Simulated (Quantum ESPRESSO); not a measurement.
# Gap and tunnelling decay at a withheld lattice constant: KSrCl3, cubic perovskite type

**Set-up.** Quantum ESPRESSO 7.5 (pw.x, pwcond.x with ikind = 0), PBE, GBRV ultrasoft, cubic crystals. κ is the slowest decay along [001] at mid-gap among three points across the current.

```tsv
a (Å)	gap on the mesh (eV)	κ (1/Å)
5.331	4.815	0.327
5.501	4.628	0.336
5.671	4.449	0.342
6.012	4.105	0.349
```

**Question.** What are gap and κ at a = 5.841 Å?

**Fit.** A line through the rows at 5.671 and 6.012 Å gives a gap of 4.449 + 0.499 × (4.105 − 4.449) = 4.28 eV and κ = 0.345 1/Å. The two-band model κ = 0.5123 √(m* E_g/4) needs m* = 0.401 at 5.671 Å; with that mass and the new gap, κ = 0.335 1/Å.

**The withheld run.** The gap is 4.275 eV and κ = 0.347 1/Å. The line misses the gap by +0.003 eV and κ by −0.4 %; the two-band estimate misses κ by −3.4 %.

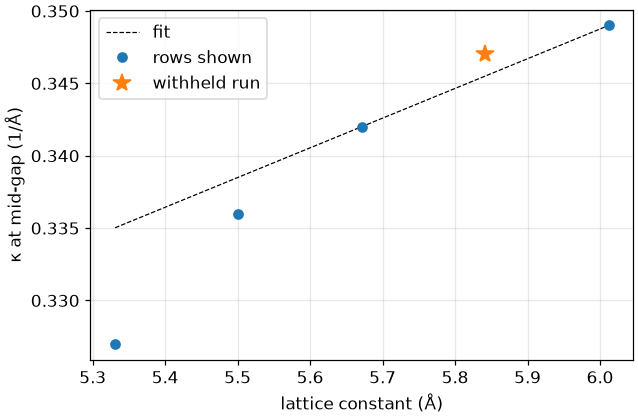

The rows shown, the fit and the withheld run.

**Limits.** The structure type is imposed. Local and semilocal gaps and decay constants are too small; no spin-orbit coupling. For an indirect gap m* is a fitting number alone.

[Logs are printed without paths, hosts, clocks, repeated set-up lines and the standing remarks that a program may print on its own settings, such as how far it seeks lower states.]
